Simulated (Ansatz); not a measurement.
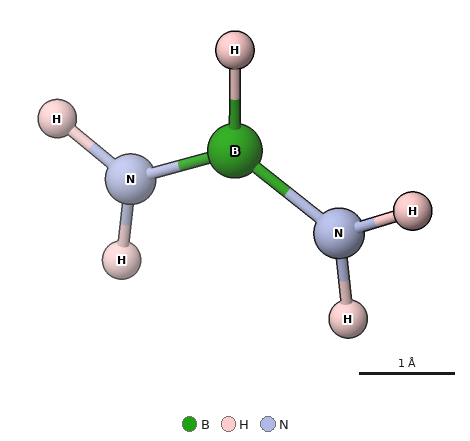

Figure 1. The input geometry (ball-and-stick view, seen at a tilt). Bond lengths as drawn: B–H 1.21 Å, B–N 1.41 Å and H–N 1.01 Å.

Run report: BN$_{2}$H$_{5}$, nudged elastic band (part 1 of 2)

System: BN$_{2}$H$_{5}$.
Method: RKS PBE0-D4/def2-SVP (Ansatz 0.2.0).

The run did not end well. It belongs to a series of runs on one base structure; here: band between the two ends.

What the program printed
```
Engine: ansatz 0.2.0, aarch64-unknown-linux-gnu
Functional definition: PBE0
  parameter a = 0.25
  parameter kappa = 0.804
  parameter beta = 0.06672455060314922
  exchange = (1 - a)*pbe_x(kappa = kappa, mu = beta*pi^2/3) + a*exact_x
  correlation = pbe_c(beta = beta)
759 factors; integrals over basis functions are off by at most 2.6e-4 eV
mean field evaluation 1: about -3725.0559 eV, gradient 6.2e1 eV
mean field evaluation 2: about -3721.0999 eV, gradient 7.4e1 eV
mean field evaluation 4: about -3732.7711 eV, gradient 1.4e0 eV
mean field evaluation 8: about -3732.7736 eV, gradient 3.5e-3 eV
mean field -3732.77357227 eV, -137.1768986162 hartree, gradient 2.5e-5 eV, S^2 0.000000; 0 other end points of the search recorded, 0 dependent functions left out
the calculation of the forces begins
reference -3732.77359602 eV, -137.1768994888 hartree; 12, 12 occupied and 55, 55 virtual orbitals, 759 factors
760 factors; integrals over basis functions are off by at most 1.0e-3 eV
mean field evaluation 16: about -3727.9868 eV, gradient 1.1e1 eV
mean field -3728.38655470 eV, -137.0156786940 hartree, gradient 4.1e-5 eV, S^2 0.000000; 0 other end points of the search recorded, 0 dependent functions left out
[... from here on the field's lines of each further geometry are left out, up to the last ...]
NEB iter   1: max|band force component| = 8.823e0 eV/Å  barrier→ = 6.5566 eV  barrier← = 2.1713 eV  Δτ_max = 0.2000 Å  (217 SCF iters)
NEB iter   2: max|band force component| = 2.460e0 eV/Å  barrier→ = 5.3804 eV  barrier← = 0.9951 eV  Δτ_max = 0.1976 Å  (199 SCF iters)
NEB iter   3: max|band force component| = 2.017e0 eV/Å  barrier→ = 4.8004 eV  barrier← = 0.4151 eV  Δτ_max = 0.1990 Å  (188 SCF iters)
NEB iter   4: max|band force component| = 2.048e0 eV/Å  barrier→ = 4.4732 eV  barrier← = 0.0879 eV  Δτ_max = 0.1987 Å  (183 SCF iters)
NEB iter   5: max|band force component| = 1.972e0 eV/Å  barrier→ = 4.8682 eV  barrier← = 0.4829 eV  Δτ_max = 0.2000 Å  (182 SCF iters)
NEB iter   6: max|band force component| = 2.013e0 eV/Å  barrier→ = 4.8891 eV  barrier← = 0.5038 eV  Δτ_max = 0.1015 Å  (185 SCF iters)
NEB iter   7: max|band force component| = 1.760e0 eV/Å  barrier→ = 4.7007 eV  barrier← = 0.3154 eV  Δτ_max = 0.1011 Å  (185 SCF iters)
NEB iter   8: max|band force component| = 1.451e0 eV/Å  barrier→ = 4.5763 eV  barrier← = 0.1911 eV  Δτ_max = 0.0505 Å  (185 SCF iters)
NEB iter   9: max|band force component| = 1.321e0 eV/Å  barrier→ = 4.4872 eV  barrier← = 0.1019 eV  Δτ_max = 0.0499 Å  (173 SCF iters)
NEB iter  10: max|band force component| = 1.153e0 eV/Å  barrier→ = 4.4345 eV  barrier← = 0.0492 eV  Δτ_max = 0.0996 Å  (173 SCF iters)
NEB iter  11: max|band force component| = 1.329e0 eV/Å  barrier→ = 4.4925 eV  barrier← = 0.1073 eV  Δτ_max = 0.1029 Å  (178 SCF iters)
NEB iter  12: max|band force component| = 9.337e-1 eV/Å  barrier→ = 4.6955 eV  barrier← = 0.3102 eV  Δτ_max = 0.1023 Å  (181 SCF iters)
NEB iter  13: max|band force component| = 2.399e0 eV/Å  barrier→ = 4.6800 eV  barrier← = 0.2947 eV  Δτ_max = 0.0502 Å  (179 SCF iters)
NEB iter  14: max|band force component| = 9.133e-1 eV/Å  barrier→ = 4.6207 eV  barrier← = 0.2354 eV  Δτ_max = 0.1038 Å  (171 SCF iters)
NEB iter  15: max|band force component| = 1.573e0 eV/Å  barrier→ = 4.5737 eV  barrier← = 0.1884 eV  Δτ_max = 0.0502 Å  (177 SCF iters)
NEB iter  16: max|band force component| = 5.066e-1 eV/Å  barrier→ = 4.4892 eV  barrier← = 0.1039 eV  Δτ_max = 0.1011 Å  (174 SCF iters)
NEB iter  17: max|band force component| = 5.815e-1 eV/Å  barrier→ = 4.4613 eV  barrier← = 0.0761 eV  Δτ_max = 0.0508 Å  (179 SCF iters)
NEB iter  18: max|band force component| = 3.802e-1 eV/Å  barrier→ = 4.4004 eV  barrier← = 0.0151 eV  CI = image 7  Δτ_max = 0.1012 Å  (174 SCF iters)
NEB iter  19: max|band force component| = 6.145e-1 eV/Å  barrier→ = 4.4073 eV  barrier← = 0.0221 eV  CI = image 7  Δτ_max = 0.0501 Å  (178 SCF iters)
NEB iter  20: max|band force component| = 6.532e-1 eV/Å  barrier→ = 4.4092 eV  barrier← = 0.0239 eV  CI = image 7  Δτ_max = 0.1006 Å  (170 SCF iters)
NEB iter  21: max|band force component| = 2.955e-1 eV/Å  barrier→ = 4.4146 eV  barrier← = 0.0293 eV  CI = image 7  Δτ_max = 0.1314 Å  (178 SCF iters)
NEB iter  22: max|band force component| = 2.006e0 eV/Å  barrier→ = 4.5256 eV  barrier← = 0.1404 eV  CI = image 3  Δτ_max = 0.0653 Å  (176 SCF iters)
NEB iter  23: max|band force component| = 1.715e0 eV/Å  barrier→ = 4.5289 eV  barrier← = 0.1436 eV  CI = image 3  Δτ_max = 0.1299 Å  (177 SCF iters)
NEB iter  24: max|band force component| = 7.486e-1 eV/Å  barrier→ = 4.4167 eV  barrier← = 0.0315 eV  CI = image 7  Δτ_max = 0.1322 Å  (184 SCF iters)
NEB iter  25: max|band force component| = 9.013e-1 eV/Å  barrier→ = 4.5719 eV  barrier← = 0.1867 eV  CI = image 3  Δτ_max = 0.0652 Å  (187 SCF iters)
NEB iter  26: max|band force component| = 9.185e-1 eV/Å  barrier→ = 4.5491 eV  barrier← = 0.1638 eV  CI = image 3  Δτ_max = 0.0655 Å  (181 SCF iters)
NEB iter  27: max|band force component| = 7.083e-1 eV/Å  barrier→ = 4.4916 eV  barrier← = 0.1063 eV  CI = image 3  Δτ_max = 0.1301 Å  (183 SCF iters)
NEB iter  28: max|band force component| = 1.325e0 eV/Å  barrier→ = 4.4527 eV  barrier← = 0.0674 eV  CI = image 7  Δτ_max = 0.0662 Å  (185 SCF iters)
NEB iter  29: max|band force component| = 1.164e0 eV/Å  barrier→ = 4.4477 eV  barrier← = 0.0624 eV  CI = image 7  Δτ_max = 0.1326 Å  (177 SCF iters)
NEB iter  30: max|band force component| = 3.869e0 eV/Å  barrier→ = 4.4276 eV  barrier← = 0.0424 eV  CI = image 7  Δτ_max = 0.0650 Å  (181 SCF iters)
NEB iter  31: max|band force component| = 8.059e-1 eV/Å  barrier→ = 4.4200 eV  barrier← = 0.0348 eV  CI = image 7  Δτ_max = 0.1297 Å  (174 SCF iters)
NEB iter  32: max|band force component| = 5.600e-1 eV/Å  barrier→ = 4.4202 eV  barrier← = 0.0349 eV  CI = image 7  Δτ_max = 0.1297 Å  (179 SCF iters)
NEB iter  33: max|band force component| = 4.382e-1 eV/Å  barrier→ = 4.4338 eV  barrier← = 0.0485 eV  CI = image 7  Δτ_max = 0.1298 Å  (187 SCF iters)
NEB iter  34: max|band force component| = 2.645e0 eV/Å  barrier→ = 4.5147 eV  barrier← = 0.1294 eV  CI = image 6  Δτ_max = 0.0654 Å  (185 SCF iters)
NEB iter  35: max|band force component| = 2.388e0 eV/Å  barrier→ = 4.4947 eV  barrier← = 0.1094 eV  CI = image 6  Δτ_max = 0.1309 Å  (181 SCF iters)
NEB iter  36: max|band force component| = 7.920e-1 eV/Å  barrier→ = 4.5134 eV  barrier← = 0.1281 eV  CI = image 7  Δτ_max = 0.2000 Å  (189 SCF iters)
NEB iter  37: max|band force component| = 6.934e-1 eV/Å  barrier→ = 4.4453 eV  barrier← = 0.0601 eV  CI = image 7  Δτ_max = 0.1982 Å  (175 SCF iters)
NEB iter  38: max|band force component| = 5.571e-1 eV/Å  barrier→ = 4.4315 eV  barrier← = 0.0462 eV  CI = image 7  Δτ_max = 0.1873 Å  (176 SCF iters)
NEB iter  39: max|band force component| = 3.342e-1 eV/Å  barrier→ = 4.4314 eV  barrier← = 0.0461 eV  CI = image 7  Δτ_max = 0.1000 Å  (183 SCF iters)
NEB iter  40: max|band force component| = 2.622e-1 eV/Å  barrier→ = 4.4312 eV  barrier← = 0.0459 eV  CI = image 7  Δτ_max = 0.2000 Å  (173 SCF iters)
NEB iter  41: max|band force component| = 3.583e0 eV/Å  barrier→ = 5.0016 eV  barrier← = 0.6163 eV  CI = image 6  Δτ_max = 0.1007 Å  (182 SCF iters)
NEB iter  42: max|band force component| = 2.657e0 eV/Å  barrier→ = 4.7423 eV  barrier← = 0.3571 eV  CI = image 6  Δτ_max = 0.1966 Å  (170 SCF iters)
NEB iter  43: max|band force component| = 1.586e0 eV/Å  barrier→ = 4.6127 eV  barrier← = 0.2274 eV  CI = image 6  Δτ_max = 0.2000 Å  (182 SCF iters)
NEB iter  44: max|band force component| = 1.101e0 eV/Å  barrier→ = 4.5763 eV  barrier← = 0.1910 eV  CI = image 6  Δτ_max = 0.2000 Å  (177 SCF iters)
NEB iter  45: max|band force component| = 5.817e-1 eV/Å  barrier→ = 4.5486 eV  barrier← = 0.1633 eV  CI = image 6  Δτ_max = 0.1996 Å  (178 SCF iters)
NEB iter  46: max|band force component| = 2.578e-1 eV/Å  barrier→ = 4.5217 eV  barrier← = 0.1364 eV  CI = image 6  Δτ_max = 0.2000 Å  (174 SCF iters)
NEB iter  47: max|band force component| = 4.441e-1 eV/Å  barrier→ = 4.5089 eV  barrier← = 0.1236 eV  CI = image 6  Δτ_max = 0.1003 Å  (171 SCF iters)
NEB iter  48: max|band force component| = 3.358e-1 eV/Å  barrier→ = 4.5112 eV  barrier← = 0.1259 eV  CI = image 6  Δτ_max = 0.1016 Å  (178 SCF iters)
NEB iter  49: max|band force component| = 3.663e-1 eV/Å  barrier→ = 4.5029 eV  barrier← = 0.1176 eV  CI = image 6  Δτ_max = 0.0494 Å  (165 SCF iters)
NEB iter  50: max|band force component| = 1.926e-1 eV/Å  barrier→ = 4.5033 eV  barrier← = 0.1181 eV  CI = image 6  Δτ_max = 0.0500 Å  (175 SCF iters)
NEB iter  51: max|band force component| = 1.610e-1 eV/Å  barrier→ = 4.5030 eV  barrier← = 0.1178 eV  CI = image 6  Δτ_max = 0.0502 Å  (161 SCF iters)
NEB iter  52: max|band force component| = 1.544e-1 eV/Å  barrier→ = 4.5029 eV  barrier← = 0.1176 eV  CI = image 6  Δτ_max = 0.0502 Å  (157 SCF iters)
NEB iter  53: max|band force component| = 1.622e-1 eV/Å  barrier→ = 4.5026 eV  barrier← = 0.1173 eV  CI = image 6  Δτ_max = 0.0250 Å  (167 SCF iters)
NEB iter  54: max|band force component| = 2.377e-1 eV/Å  barrier→ = 4.5027 eV  barrier← = 0.1174 eV  CI = image 6  Δτ_max = 0.0125 Å  (173 SCF iters)
NEB iter  55: max|band force component| = 1.084e-1 eV/Å  barrier→ = 4.5024 eV  barrier← = 0.1171 eV  CI = image 6  Δτ_max = 0.0247 Å  (169 SCF iters)
NEB iter  56: max|band force component| = 1.229e-1 eV/Å  barrier→ = 4.5023 eV  barrier← = 0.1170 eV  CI = image 6  Δτ_max = 0.0125 Å  (152 SCF iters)
NEB iter  57: max|band force component| = 8.235e-2 eV/Å  barrier→ = 4.5022 eV  barrier← = 0.1170 eV  CI = image 6  Δτ_max = 0.0250 Å  (154 SCF iters)
NEB iter  58: max|band force component| = 1.152e-1 eV/Å  barrier→ = 4.5022 eV  barrier← = 0.1169 eV  CI = image 6  Δτ_max = 0.0124 Å  (171 SCF iters)
NEB iter  59: max|band force component| = 7.124e-2 eV/Å  barrier→ = 4.5022 eV  barrier← = 0.1169 eV  CI = image 6  Δτ_max = 0.0247 Å  (168 SCF iters)
the calculation of the forces begins
reference -3728.26405910 eV, -137.0111770639 hartree; 12, 12 occupied and 55, 55 virtual orbitals, 760 factors
these checks for a lower state are left out or cut short: starts, cluster_reference, orbital_swaps, neighbouring_geometries, increment
760 factors; integrals over basis functions are off by at most 1.1e-3 eV
mean field -3728.36703148 eV, -137.0149612290 hartree, gradient 2.5e-5 eV, S^2 0.000000; 0 other end points of the search recorded, 0 dependent functions left out
the calculation of the forces begins
reference -3728.36705485 eV, -137.0149620878 hartree; 12, 12 occupied and 55, 55 virtual orbitals, 760 factors
NEB iter  60: max|band force component| = 8.802e-2 eV/Å  barrier→ = 4.5021 eV  barrier← = 0.1169 eV  CI = image 6  Δτ_max = 0.0498 Å  (157 SCF iters)
```

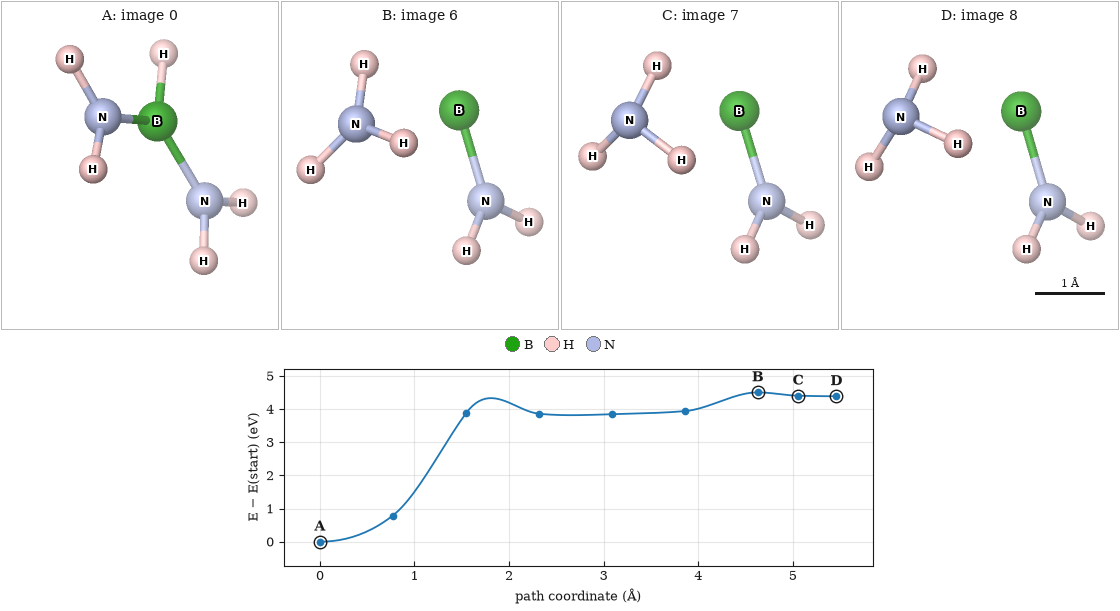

Figure 2. Images of the last band (counted from 0; ball-and-stick, seen at a tilt) above the energy along the path; the line is a cubic interpolation that uses the forces. The highest image is number 6, 4.502 eV above the start and 0.117 eV above the end (the climbing image); the end lies 4.385 eV above the start. The path is 5.46 Å long. The band had not converged after 60 iterations.
